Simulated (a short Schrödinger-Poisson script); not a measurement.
Stack: symmetric double-gate stack, SiO2 on p-type Si(110), at 300 K.

| layer | material | thickness (nm) | Na (cm⁻³) |
|---|---|---|---|
| 1 | SiO2 | 1.1 | - |
| 2 | Si | 4 | 5e15 |
| 3 | SiO2 | 1.1 | - |

Constants are typed, rounded textbook-type inputs, not results; the design itself was drawn at random and stands for no fabricated device. SiO2: permittivity 3.9, conduction-band edge (eV) 3.15, gap (eV) 9, electron mass (mₑ) 0.5. Si: permittivity 11.7, conduction-band edge (eV) 0, gap (eV) 1.124, Nv at 300 K (cm⁻³) 3.1e19.

Channel valleys (confinement mass, in-plane density-of-states mass, number): Δ4 0.315, 0.324, 4; Δ2 0.19, 0.417, 2. At the gates, both at one voltage, the conduction-band edge of layer 1 lies 3.55 eV − eVg above the Fermi level of the channel. Gaps are held at their typed values at every temperature. Mesh 0.03 nm at interfaces.

Solved with a short Schrödinger-Poisson script written for these runs: 1D Poisson equation in equilibrium, electrons quantum, Hartree (BenDaniel-Duke, 12 states a valley, the channel's in-plane mass for all, wave functions free to enter the dielectric), parabolic valleys, classical holes, full ionisation, no traps, pinning or gate leakage.

Only gate voltages with over 1e8 electrons/cm² are shown.

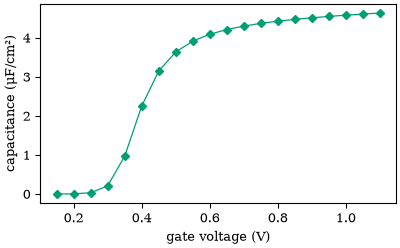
Fig. 1. Quasi-static capacitance against gate voltage

| Vg (V) | electrons (cm⁻²) | C (μF/cm²) | Δ4 E0 (meV) | Δ4 E1 (meV) | Δ2 E0 (meV) | Δ2 E1 (meV) |
|---|---|---|---|---|---|---|
| 0.15 | 1.10e8 | < 0.003 | 309.2 | 486.8 | 335.7 | 595.6 |
| 0.2 | 7.61e8 | 0.00480 | 259.3 | 436.8 | 285.7 | 545.7 |
| 0.25 | 5.23e9 | 0.0328 | 209.4 | 386.9 | 235.9 | 495.8 |
| 0.3 | 3.48e10 | 0.210 | 160.4 | 337.9 | 186.9 | 446.7 |
| 0.35 | 1.95e11 | 0.970 | 115.8 | 292.9 | 142.2 | 401.7 |
| 0.4 | 6.94e11 | 2.25 | 82.6 | 258.7 | 109.0 | 367.2 |
| 0.45 | 1.55e12 | 3.15 | 61.4 | 235.6 | 87.5 | 343.8 |
| 0.5 | 2.61e12 | 3.64 | 47.2 | 219.1 | 73.1 | 326.9 |
| 0.55 | 3.79e12 | 3.91 | 36.8 | 206.2 | 62.5 | 313.5 |
| 0.6 | 5.04e12 | 4.09 | 28.7 | 195.5 | 54.1 | 302.3 |
| 0.65 | 6.34e12 | 4.21 | 22.0 | 186.1 | 47.1 | 292.4 |
| 0.7 | 7.67e12 | 4.30 | 16.3 | 177.7 | 41.1 | 283.5 |
| 0.75 | 9.02e12 | 4.37 | 11.2 | 170.0 | 35.8 | 275.3 |
| 0.8 | 1.04e13 | 4.43 | 6.7 | 162.8 | 31.1 | 267.6 |
| 0.85 | 1.18e13 | 4.47 | 2.6 | 156.0 | 26.8 | 260.3 |
| 0.9 | 1.32e13 | 4.51 | -1.2 | 149.6 | 22.8 | 253.4 |
| 0.95 | 1.46e13 | 4.55 | -4.7 | 143.5 | 19.0 | 246.8 |
| 1 | 1.60e13 | 4.58 | -7.9 | 137.6 | 15.5 | 240.5 |
| 1.05 | 1.75e13 | 4.61 | -11.0 | 131.9 | 12.2 | 234.3 |
| 1.1 | 1.89e13 | 4.63 | -14.0 | 126.5 | 9.1 | 228.4 |

Subbands count from the Fermi level. The capacitance is that of both gates.
